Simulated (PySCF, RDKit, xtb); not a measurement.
# Si2SbF: from the formula to a structure, part 2 of 2

Given the formula Si2SbF and nothing else, which arrangement of the atoms is the most stable in the gas at 298.15 K, and what are its properties?

xtb, Ansatz and PySCF; isolated molecules.

**10. c277a at MP2/def2-TZVPP**

calc.py

```python
# F[Si]1=[Si]=[Sb]1
from pyscf import gto, scf, mp

system = gto.M(
    atom=[
    ('F', (1.842328, -1.516841, -2.271013)),
    ('Sb', (-0.407934, 1.406288, -2.907637)),
    ('Si', (0.411963, -0.790889, -2.499474)),
    ('Si', (-1.823659, -0.849893, -2.669362)),
],
    verbose=3,
    ecp={'Sb': 'def2-svp'},
    max_memory=3720,
    basis='def2-tzvpp',
    spin=0,
)

myscf = scf.RHF(system)
myscf.conv_tol = 1e-09
myscf.max_cycle = 100
myscf.kernel()
if not myscf.converged:
    myscf = myscf.newton().run(myscf.mo_coeff, myscf.mo_occ)

pt = mp.MP2(myscf, frozen=15).run()
e_final = pt.e_tot
print('Final energy', e_final)
```

Command:

```bash
$ OMP_NUM_THREADS=2 python calc.py
```

What it wrote:

```text
converged SCF energy = -916.635659002262
E(RMP2) = -917.436884588037  E_corr = -0.801225585774481
E(SCS-RMP2) = -917.389629079675  E_corr = -0.753970077412484
Final energy -917.4368845880368
```

Wall time 17 s (2 threads of Intel Xeon at 2.50GHz (Skylake/Cascade Lake), shared host); peak memory 1.1 GiB.

**11. c428a at CCSD(T)/def2-SVP**

input.py

```python
from pyscf import gto, scf, cc

molecule = gto.M(
    atom=[
    ('F', (-1.180121, -1.989328, -2.006744)),
    ('Sb', (-0.063346, 1.760515, -2.791128)),
    ('Si', (0.385303, -1.522694, -1.933994)),
    ('Si', (0.620032, -0.149549, -3.886764)),
],
    max_memory=3720,
    ecp={'Sb': 'def2-svp'},
    basis='def2-svp',
    spin=0,
    verbose=3,
)

mf = scf.RHF(molecule)
mf.max_cycle = 100
mf.conv_tol = 1e-09
mf.kernel()
if not mf.converged:
    mf = mf.newton().run(mf.mo_coeff, mf.mo_occ)

mycc = cc.CCSD(mf, frozen=15)
mycc.kernel()
e_t = mycc.ccsd_t()
energy = mycc.e_tot + e_t
print('Final energy', energy)
```

Command:

```bash
$ OMP_NUM_THREADS=2 python input.py
```

What it wrote:

```text
converged SCF energy = -916.258618161093
E(CCSD) = -916.7523161377077  E_corr = -0.4936979766150962
CCSD(T) correction = -0.0240721136187884
Final energy -916.7763882513265
```

Run time: 20 s. Hardware: 2 threads of Intel Xeon at 2.50GHz (Skylake/Cascade Lake), shared host; peak memory 0.27 GiB.

**12. Putting it together**

Energies in kcal/mol from c277a; G adds the thermal terms to the CCSD(T)/def2-SVP + MP2/def2-TZVPP - MP2/def2-SVP energy. The columns left of the relaxed level are at the tight-binding geometries.

```csv
label,SMILES,spin,GFN2-xTB,HF/STO-3G,r2SCAN-D4/def2-SVP,PBE0-D3(BJ)/def2-SVP,HF/def2-SVP,MP2/def2-SVP,CCSD(T)/def2-SVP + MP2/def2-TZVPP - MP2/def2-SVP,G,share at equilibrium,T1
c277a,[F][Si]1[Si][Sb]1 ‡,singlet,0.0,0.0,0.0,0.0,0.0,0.0,0.0,0.0,100.0 %,0.015
c428a,F[Si][Si]#[Sb],singlet,-6.8,24.0,23.2,19.7,20.0,20.7,16.9,16.7,< 0.1 %,0.034
```

‡ marks the bonded skeleton alone, with all bonds drawn single: no Lewis structure was assigned that passes a check against the bond lengths.

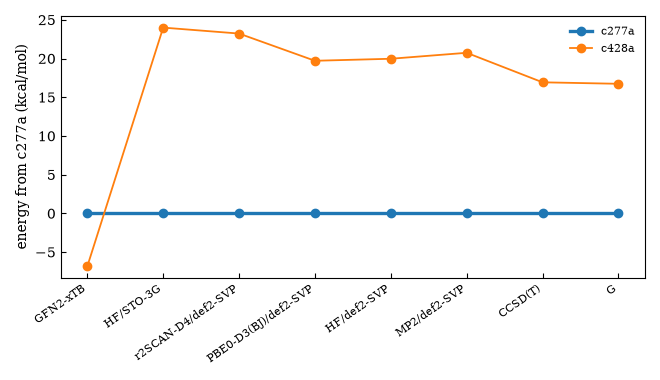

The finalists at each level, measured from c277a.

Lowest found: c277a, `[F][Si]1[Si][Sb]1` ‡, a singlet. Bond lengths: F1–Si3 1.620 Å, Sb2–Si3 2.380 Å, Sb2–Si4 2.674 Å, Si3–Si4 2.243 Å. Angles: F1–Si3–Sb2 137.9°, F1–Si3–Si4 151.5°, Sb2–Si3–Si4 70.6°, Si3–Sb2–Si4 52.3°, Sb2–Si4–Si3 57.1°.

```xyz
4

F     1.8423   -1.5168   -2.2710
Sb   -0.4079    1.4063   -2.9076
Si    0.4120   -0.7909   -2.4995
Si   -1.8237   -0.8499   -2.6694
```

‡ marks the bonded skeleton alone, with all bonds drawn single: no Lewis structure was assigned that passes a check against the bond lengths.

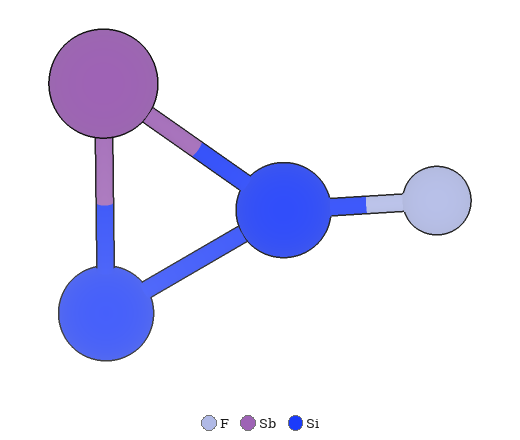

The lowest structure found, seen from a chosen angle (fluorine light blue, antimony purple, silicon blue).

**13. Density, orbitals and dipole (PBE0/def2-TZVPD)**

calc.py

```python
from pyscf import gto, dft

mol = gto.Mole()
mol.atom = [
    ('F', (1.842328, -1.516841, -2.271013)),
    ('Sb', (-0.407934, 1.406288, -2.907637)),
    ('Si', (0.411963, -0.790889, -2.499474)),
    ('Si', (-1.823659, -0.849893, -2.669362)),
]
mol.verbose = 3
mol.spin = 0
mol.max_memory = 3720
mol.basis = 'def2-tzvpd'
mol.charge = 0
mol.ecp = {'Sb': 'def2-svp'}
mol.build()

mf = dft.RKS(mol)
mf.xc = 'pbe0'
mf = mf.density_fit(auxbasis='def2-universal-jkfit')
mf.max_cycle = 100
mf.conv_tol = 1e-09
mf.grids.level = 3
mf.kernel()
if not mf.converged:
    mf = mf.newton().run(mf.mo_coeff, mf.mo_occ)

energy = mf.e_tot
print('Final energy', energy)
grad = mf.nuc_grad_method().kernel()
dip = mf.dip_moment()
pop, q = mf.mulliken_pop()
```

Command:

```bash
$ OMP_NUM_THREADS=2 python calc.py
```

What it wrote:

```text
converged SCF energy = -918.843815872337
Final energy -918.8438158723368
--------------- DFRKS gradients ---------------
         x                y                z
0 F     0.0135157023    -0.0067366631     0.0020025182
1 Sb    -0.0006892171     0.0035455687    -0.0006015281
2 Si    -0.0100061233     0.0037834585    -0.0014099361
3 Si    -0.0028276330    -0.0006148998    -0.0001312427
----------------------------------------------
Dipole moment(X, Y, Z, Debye): -0.39061,  0.76469, -0.15099
 ** Mulliken pop  **
pop of  0 F 1s            0.77377
pop of  0 F 2s            1.19650
pop of  0 F 3s            0.61156
pop of  0 F 4s            0.98513
pop of  0 F 5s            0.35891
pop of  0 F 6s           -0.00409
pop of  0 F 2px           0.72334
pop of  0 F 2py           0.77020
pop of  0 F 2pz           0.76872
pop of  0 F 3px           0.69819
pop of  0 F 3py           0.72855
pop of  0 F 3pz           0.73119
pop of  0 F 4px           0.24868
pop of  0 F 4py           0.32936
pop of  0 F 4pz           0.35221
pop of  0 F 5px           0.00150
pop of  0 F 5py           0.01286
pop of  0 F 5pz           0.01552
pop of  0 F 3dxy          0.00015
pop of  0 F 3dyz          0.00002
pop of  0 F 3dz^2         0.00006
pop of  0 F 3dxz          0.00009
pop of  0 F 3dx2-y2       0.00013
pop of  0 F 4dxy          0.00250
pop of  0 F 4dyz          0.00052
pop of  0 F 4dz^2         0.00094
pop of  0 F 4dxz          0.00185
pop of  0 F 4dx2-y2       0.00239
pop of  0 F 5dxy          0.00236
pop of  0 F 5dyz          0.00067
pop of  0 F 5dz^2         0.00052
pop of  0 F 5dxz          0.00279
pop of  0 F 5dx2-y2       0.00097
pop of  0 F 4f-3          0.00007
pop of  0 F 4f-2          0.00003
pop of  0 F 4f-1          0.00001
pop of  0 F 4f+0          0.00002
pop of  0 F 4f+1          0.00003
pop of  0 F 4f+2          0.00002
pop of  0 F 4f+3          0.00006
pop of  1 Sb 4s           0.15977
pop of  1 Sb 5s          -0.67562
pop of  1 Sb 6s           1.61786
pop of  1 Sb 7s           0.90255
pop of  1 Sb 8s           1.14271
pop of  1 Sb 9s           0.75167
pop of  1 Sb 10s          0.01906
pop of  1 Sb 4px         -0.15595
pop of  1 Sb 4py         -0.15653
pop of  1 Sb 4pz         -0.15373
pop of  1 Sb 5px          2.14597
pop of  1 Sb 5py          2.14718
pop of  1 Sb 5pz          2.14111
pop of  1 Sb 6px          0.33004
pop of  1 Sb 6py          0.36462
pop of  1 Sb 6pz          0.23273
pop of  1 Sb 7px          0.56923
pop of  1 Sb 7py          0.49853
pop of  1 Sb 7pz          0.44812
pop of  1 Sb 8px          0.16060
pop of  1 Sb 8py          0.09811
pop of  1 Sb 8pz          0.16274
pop of  1 Sb 4dxy         1.79305
pop of  1 Sb 4dyz         1.79248
pop of  1 Sb 4dz^2        1.79207
pop of  1 Sb 4dxz         1.79212
pop of  1 Sb 4dx2-y2      1.79225
pop of  1 Sb 5dxy         0.20501
pop of  1 Sb 5dyz         0.20396
pop of  1 Sb 5dz^2        0.20277
pop of  1 Sb 5dxz         0.20091
pop of  1 Sb 5dx2-y2      0.20310
pop of  1 Sb 6dxy         0.03229
pop of  1 Sb 6dyz         0.03494
pop of  1 Sb 6dz^2        0.01148
pop of  1 Sb 6dxz         0.00809
pop of  1 Sb 6dx2-y2      0.02072
pop of  1 Sb 7dxy        -0.00638
pop of  1 Sb 7dyz        -0.00329
pop of  1 Sb 7dz^2       -0.00122
pop of  1 Sb 7dxz        -0.00061
pop of  1 Sb 7dx2-y2     -0.00831
pop of  1 Sb 4f-3         0.00294
pop of  1 Sb 4f-2         0.00029
pop of  1 Sb 4f-1         0.00128
pop of  1 Sb 4f+0         0.00143
pop of  1 Sb 4f+1         0.00035
pop of  1 Sb 4f+2         0.00163
pop of  1 Sb 4f+3         0.00356
pop of  1 Sb 5f-3         0.00016
pop of  1 Sb 5f-2         0.00003
pop of  1 Sb 5f-1         0.00013
pop of  1 Sb 5f+0         0.00008
pop of  1 Sb 5f+1         0.00003
pop of  1 Sb 5f+2         0.00009
pop of  1 Sb 5f+3         0.00032
pop of  2 Si 1s           2.00472
pop of  2 Si 2s           0.57469
pop of  2 Si 3s           1.39159
pop of  2 Si 4s           0.92801
pop of  2 Si 5s           0.38227
pop of  2 Si 6s          -0.00052
pop of  2 Si 2px          1.37751
pop of  2 Si 2py          1.37756
pop of  2 Si 2pz          1.36683
pop of  2 Si 3px          0.56128
pop of  2 Si 3py          0.56180
pop of  2 Si 3pz          0.56929
pop of  2 Si 4px          0.19274
pop of  2 Si 4py          0.18940
pop of  2 Si 4pz          0.14176
pop of  2 Si 5px          0.42357
pop of  2 Si 5py          0.52319
pop of  2 Si 5pz          0.35410
pop of  2 Si 6px          0.02889
pop of  2 Si 6py          0.16573
pop of  2 Si 6pz          0.20348
pop of  2 Si 3dxy         0.05530
pop of  2 Si 3dyz         0.01102
pop of  2 Si 3dz^2        0.01387
pop of  2 Si 3dxz         0.02796
pop of  2 Si 3dx2-y2      0.05299
pop of  2 Si 4dxy         0.05730
pop of  2 Si 4dyz         0.02355
pop of  2 Si 4dz^2        0.00795
pop of  2 Si 4dxz         0.04555
pop of  2 Si 4dx2-y2      0.04608
pop of  2 Si 5dxy        -0.01728
pop of  2 Si 5dyz         0.00401
pop of  2 Si 5dz^2       -0.00387
pop of  2 Si 5dxz         0.00792
pop of  2 Si 5dx2-y2     -0.02521
pop of  2 Si 4f-3         0.01153
pop of  2 Si 4f-2         0.00705
pop of  2 Si 4f-1         0.00300
pop of  2 Si 4f+0         0.00686
pop of  2 Si 4f+1         0.00599
pop of  2 Si 4f+2         0.00455
pop of  2 Si 4f+3         0.01975
pop of  3 Si 1s           2.00471
pop of  3 Si 2s           0.57997
pop of  3 Si 3s           1.38541
pop of  3 Si 4s           1.11873
pop of  3 Si 5s           0.86880
pop of  3 Si 6s           0.07085
pop of  3 Si 2px          1.37701
pop of  3 Si 2py          1.37153
pop of  3 Si 2pz          1.36181
pop of  3 Si 3px          0.56149
pop of  3 Si 3py          0.56577
pop of  3 Si 3pz          0.57187
pop of  3 Si 4px          0.18765
pop of  3 Si 4py          0.15635
pop of  3 Si 4pz          0.11618
pop of  3 Si 5px          0.49042
pop of  3 Si 5py          0.43681
pop of  3 Si 5pz          0.23662
pop of  3 Si 6px          0.17893
pop of  3 Si 6py          0.21948
pop of  3 Si 6pz          0.15518
pop of  3 Si 3dxy         0.01155
pop of  3 Si 3dyz         0.00183
pop of  3 Si 3dz^2        0.00483
pop of  3 Si 3dxz         0.00714
pop of  3 Si 3dx2-y2      0.01348
pop of  3 Si 4dxy         0.03128
pop of  3 Si 4dyz         0.00940
pop of  3 Si 4dz^2        0.00788
pop of  3 Si 4dxz         0.02405
pop of  3 Si 4dx2-y2      0.03107
pop of  3 Si 5dxy        -0.00260
pop of  3 Si 5dyz         0.00149
pop of  3 Si 5dz^2        0.00028
pop of  3 Si 5dxz         0.00256
pop of  3 Si 5dx2-y2     -0.00029
pop of  3 Si 4f-3         0.00242
pop of  3 Si 4f-2         0.00101
pop of  3 Si 4f-1         0.00073
pop of  3 Si 4f+0         0.00150
pop of  3 Si 4f+1         0.00071
pop of  3 Si 4f+2         0.00038
pop of  3 Si 4f+3         0.00312
 ** Mulliken atomic charges  **
charge of    0F =     -0.31832
charge of    1Sb =      0.17148
charge of    2Si =      0.31626
charge of    3Si =     -0.16942
```

It took 41 s on 2 threads of Intel Xeon at 2.50GHz (Skylake/Cascade Lake), shared host; peak memory 1.6 GiB.

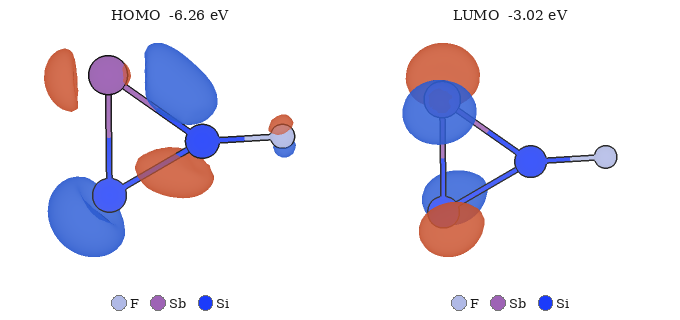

Frontier orbitals of this run, surfaces at ±0.2 Å^-3/2.

**14. Electronic excitations (TD-CAM-B3LYP/def2-SVPD)**

An in-house driver calls PySCF's response routines at TD-CAM-B3LYP/def2-SVPD; it has no typed input.

What it wrote:

```text
coarse grid: 26152 points
cycle   1  E = -916.1999094742  dE = -2.259e+01  |g| = 2.819e+00  |ddm| = 1.204e+01
cycle   2  E = -890.3790337919  dE =  2.582e+01  |g| = 1.030e+01  |ddm| = 1.833e+01
cycle   3  E = -917.1179869194  dE = -2.674e+01  |g| = 1.833e+00  |ddm| = 1.556e+01
cycle   4  E = -918.3039585046  dE = -1.186e+00  |g| = 9.273e-01  |ddm| = 4.118e+00
cycle   5  E = -918.7383306672  dE = -4.344e-01  |g| = 3.641e-01  |ddm| = 2.242e+00
cycle   6  E = -918.8017763398  dE = -6.345e-02  |g| = 7.813e-02  |ddm| = 6.351e-01
cycle   7  E = -918.8051869920  dE = -3.411e-03  |g| = 3.334e-02  |ddm| = 1.862e-01
cycle   8  E = -918.8056483031  dE = -4.613e-04  |g| = 1.912e-02  |ddm| = 7.621e-02
cycle   9  E = -918.8057441253  dE = -9.582e-05  |g| = 4.992e-03  |ddm| = 2.937e-02
cycle  10  E = -918.8057605420  dE = -1.642e-05  |g| = 1.901e-03  |ddm| = 1.515e-02
cycle  11  E = -918.8057628140  dE = -2.272e-06  |g| = 6.881e-04  |ddm| = 4.930e-03
final grid: 49504 points
cycle  12  E = -918.8058042731  dE = -2.399e-07  |g| = 6.806e-04  |ddm| = 2.880e-03
cycle  13  E = -918.8058042131  dE =  6.003e-08  |g| = 8.971e-04  |ddm| = 2.360e-03
cycle  14  E = -918.8058045047  dE = -2.916e-07  |g| = 9.718e-05  |ddm| = 1.374e-03
cycle  15  E = -918.8058045131  dE = -8.360e-09  |g| = 6.266e-05  |ddm| = 3.764e-04
cycle  16  E = -918.8058045186  dE = -5.512e-09  |g| = 1.965e-05  |ddm| = 3.341e-04
cycle  17  E = -918.8058045188  dE = -2.101e-10  |g| = 4.421e-06  |ddm| = 5.159e-05
converged SCF energy = -918.8058045188

Static polarisability (au): isotropic 106.911, principal 74.796 107.885 138.052

Singlet excitations
state   eV       nm        f      main configurations
  1   1.9605    632.4   0.00176   H->L 0.99
  2   2.5301    490.0   0.00065   H-1->L 0.98
  3   3.0901    401.2   0.00361   H->L+1 0.63, H-2->L 0.35
  4   3.4915    355.1   0.00162   H->L+2 0.97
  5   3.5318    351.1   0.01361   H-2->L 0.44, H->L+1 0.27, H-1->L+1 0.14
  6   3.7870    327.4   0.01911   H-2->L+1 0.93
  7   3.8044    325.9   0.01230   H-1->L+1 0.79
  8   4.0754    304.2   0.00163   H-1->L+2 0.92

Triplet excitations (Tamm-Dancoff, eV): 1.4801 2.0125 2.0172
```

Wall time 16 s (2 threads of Intel Xeon at 2.50GHz (Skylake/Cascade Lake), shared host); peak memory 0.4 GiB.

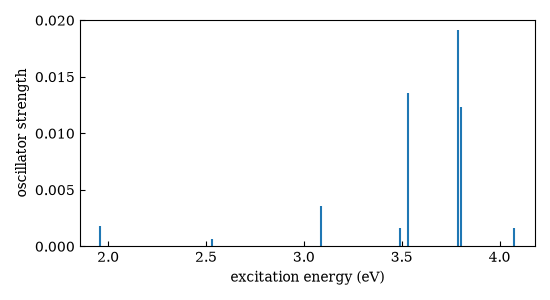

Vertical excitations as sticks.

The roots found:

```csv
excited state,energy (eV),strength
1,1.960,0.0018
2,2.530,0.0006
3,3.090,0.0036
4,3.491,0.0016
5,3.532,0.0136
6,3.787,0.0191
7,3.804,0.0123
8,4.075,0.0016
```

**15. The cation at the same geometry (PBE0/def2-TZVPD)**

mol.xyz

```xyz
4

F      1.842328    -1.516841    -2.271013
Sb    -0.407934     1.406288    -2.907637
Si     0.411963    -0.790889    -2.499474
Si    -1.823659    -0.849893    -2.669362
```

job.py

```python
from pyscf import gto, dft

system = gto.M(
    atom='mol.xyz',
    basis='def2-tzvpd',
    spin=1,
    charge=1,
    ecp={'Sb': 'def2-svp'},
    verbose=3,
    max_memory=3720,
)

mf = dft.UKS(system, xc='pbe0')
mf = mf.density_fit(auxbasis='def2-universal-jkfit')
mf.conv_tol = 1e-09
mf.max_cycle = 100
mf.grids.level = 3
mf.kernel()
if not mf.converged:
    mf = mf.newton().run(mf.mo_coeff, mf.mo_occ)
for _ in range(3):
    mo, _, stable, _ = mf.stability(return_status=True)
    if stable:
        break
    mf.kernel(mf.make_rdm1(mo, mf.mo_occ))

e_tot = mf.e_tot
print('Final energy', e_tot)
```

Command:

```bash
$ OMP_NUM_THREADS=2 python job.py
```

What it wrote:

```text
WARN: HOMO -0.553582833919421 >= LUMO -0.553582833919421

converged SCF energy = -918.546385438388  <S^2> = 0.76081241  2S+1 = 2.0107833
<class 'pyscf.df.df_jk.DFUKS'> wavefunction is stable in the internal stability analysis
Final energy -918.5463854383879
```

It took 5.1 min on 2 threads of Intel Xeon at 2.50GHz (Skylake/Cascade Lake), shared host; peak memory 0.75 GiB.

**16. The anion at the same geometry (PBE0/def2-TZVPD)**

input.py

```python
from pyscf import gto, dft

system = gto.Mole()
system.atom = '''
F      1.842328    -1.516841    -2.271013
Sb    -0.407934     1.406288    -2.907637
Si     0.411963    -0.790889    -2.499474
Si    -1.823659    -0.849893    -2.669362
'''
system.verbose = 3
system.basis = 'def2-tzvpd'
system.max_memory = 3720
system.spin = 1
system.charge = -1
system.ecp = {'Sb': 'def2-svp'}
system.build()

myscf = dft.UKS(system)
myscf.xc = 'pbe0'
myscf = myscf.density_fit(auxbasis='def2-universal-jkfit')
myscf.grids.level = 3
myscf.max_cycle = 100
myscf.conv_tol = 1e-09
myscf.kernel()
if not myscf.converged:
    myscf = myscf.newton().run(myscf.mo_coeff, myscf.mo_occ)
for _ in range(3):
    mo, _, stable, _ = myscf.stability(return_status=True)
    if stable:
        break
    myscf.kernel(myscf.make_rdm1(mo, myscf.mo_occ))

e_tot = myscf.e_tot
print('E = %.10f Eh' % e_tot)
```

Command:

```bash
$ OMP_NUM_THREADS=2 python input.py
```

What it wrote:

```text
WARN: HOMO -0.467004472214899 >= LUMO -0.467004472214899

converged SCF energy = -918.895029239369  <S^2> = 0.77362916  2S+1 = 2.0234912
<class 'pyscf.df.df_jk.DFUKS'> wavefunction is stable in the internal stability analysis
E = -918.8950292394 Eh
```

Run time: 4.7 min. Hardware: 2 threads of Intel Xeon at 2.50GHz (Skylake/Cascade Lake), shared host; peak memory 0.75 GiB.

**17. The triplet at the same geometry (PBE0/def2-TZVPD)**

job.py

```python
from pyscf import gto, dft

molecule = gto.M(
    atom='''
F        1.842328      -1.516841      -2.271013
Sb      -0.407934       1.406288      -2.907637
Si       0.411963      -0.790889      -2.499474
Si      -1.823659      -0.849893      -2.669362
''',
    spin=2,
    max_memory=3720,
    verbose=3,
    ecp={'Sb': 'def2-svp'},
    basis='def2-tzvpd',
)

mf = dft.UKS(molecule, xc='pbe0')
mf = mf.density_fit(auxbasis='def2-universal-jkfit')
mf.max_cycle = 100
mf.conv_tol = 1e-09
mf.grids.level = 3
mf.kernel()
if not mf.converged:
    mf = mf.newton().run(mf.mo_coeff, mf.mo_occ)
for _ in range(3):
    mo, _, stable, _ = mf.stability(return_status=True)
    if stable:
        break
    mf.kernel(mf.make_rdm1(mo, mf.mo_occ))

e_final = mf.e_tot
print('E = %.10f Eh' % e_final)
```

Command:

```bash
$ OMP_NUM_THREADS=2 python job.py
```

What it wrote:

```text
WARN: HOMO -0.467004472214899 >= LUMO -0.553582833919421

WARN: HOMO -0.0412500864539015 >= LUMO -0.0434011350059198

WARN: HOMO -0.177425952918186 >= LUMO -0.213817550634841

converged SCF energy = -918.790950647504  <S^2> = 2.0442764  2S+1 = 3.0293738
<class 'pyscf.df.df_jk.DFUKS'> wavefunction is stable in the internal stability analysis
E = -918.7909506475 Eh
```

Run time: 5.3 min. Hardware: 2 threads of Intel Xeon at 2.50GHz (Skylake/Cascade Lake), shared host; peak memory 0.75 GiB.

**18. Stability of the closed-shell solution (PBE0/def2-SVP)**

calc.py

```python
from pyscf import gto, dft

mol = gto.M(
    atom=[
    ('F', (1.842328, -1.516841, -2.271013)),
    ('Sb', (-0.407934, 1.406288, -2.907637)),
    ('Si', (0.411963, -0.790889, -2.499474)),
    ('Si', (-1.823659, -0.849893, -2.669362)),
],
    charge=0,
    ecp={'Sb': 'def2-svp'},
    max_memory=3720,
    verbose=3,
    basis='def2-svp',
)

calc0 = dft.RKS(mol)
calc0.xc = 'pbe0'
calc0 = calc0.density_fit(auxbasis='def2-universal-jkfit')
calc0.grids.level = 3
calc0.max_cycle = 100
calc0.kernel()
if not calc0.converged:
    calc0 = calc0.newton().run(calc0.mo_coeff, calc0.mo_occ)

e_tot = calc0.e_tot
print(f'total energy: {e_tot:.8f} hartree')
mo_i, mo_e, stable_i, stable_e = calc0.stability(internal=True, external=True, return_status=True)
print('stable: internal', stable_i, 'external', stable_e)
```

Command:

```bash
$ OMP_NUM_THREADS=2 python calc.py
```

What it wrote:

```text
converged SCF energy = -918.50311789305
total energy: -918.50311789 hartree
<class 'pyscf.df.df_jk.DFRKS'> wavefunction is stable in the internal stability analysis
<class 'pyscf.df.df_jk.DFRKS'> wavefunction is stable in the real -> complex stability analysis
<class 'pyscf.df.df_jk.DFRKS'> wavefunction is stable in the RHF/RKS -> UHF/UKS stability analysis
stable: internal True external True
```

Wall time 58 s (2 threads of Intel Xeon at 2.50GHz (Skylake/Cascade Lake), shared host); peak memory 0.43 GiB.

**19. Summary of results**

The summary covers parts 1 to 2.

```
                                           quantity                                                                                                                   value
                             lowest structure found                                                                                            [F][Si]1[Si][Sb]1 ‡, singlet
                                      next finalist                                                                      F[Si][Si]#[Sb], singlet, 16.7 kcal/mol higher in G
          share at equilibrium, among the finalists                                                                                                                 100.0 %
                                             funnel  20 starts, 13 minima at GFN2-xTB from these starts (15 with those found later), 12 screening runs, 3 relaxed, 2 ranked
                               CPU time of all runs                                                                                                                   1.9 h
         lowest excitation (TD-CAM-B3LYP/def2-SVPD)                                                                                                     1.96 eV (f = 0.002)
       strongest of the states computed, same level                                                                                                     3.79 eV (f = 0.019)
lowest triplet excitation, same level, Tamm-Dancoff                                                                                                                 1.48 eV
```

What this shows: The lowest structure found is `[F][Si]1[Si][Sb]1` ‡. Among the finalists first place is clear (16.7 kcal/mol); structures outside the list aren't covered. HF/STO-3G, r2SCAN-D4/def2-SVP, PBE0-D3(BJ)/def2-SVP, HF/def2-SVP and MP2/def2-SVP already put its bonding pattern lowest among the structures in one piece; GFN2-xTB favours the singlet F[Si][Si]#[Sb]. The largest share of the time went into the screen (46 % of the CPU time that the search's summary counts). A large T1 diagnostic among the finalists warns that one reference determinant may not suffice. It concerns: the finalist F[Si][Si]#[Sb] (singlet). Spin-orbit coupling, which matters for elements this heavy, is left out. 2 minima inside the window were never screened. The search is not exhaustive (a finite list of starts, one conformer a finalist), so a lower isomer can't be ruled out. The lowest isomer need not be the one that is made and kept in a bottle, which depends on barriers.

‡ marks the bonded skeleton alone, with all bonds drawn single: no Lewis structure was assigned that passes a check against the bond lengths.
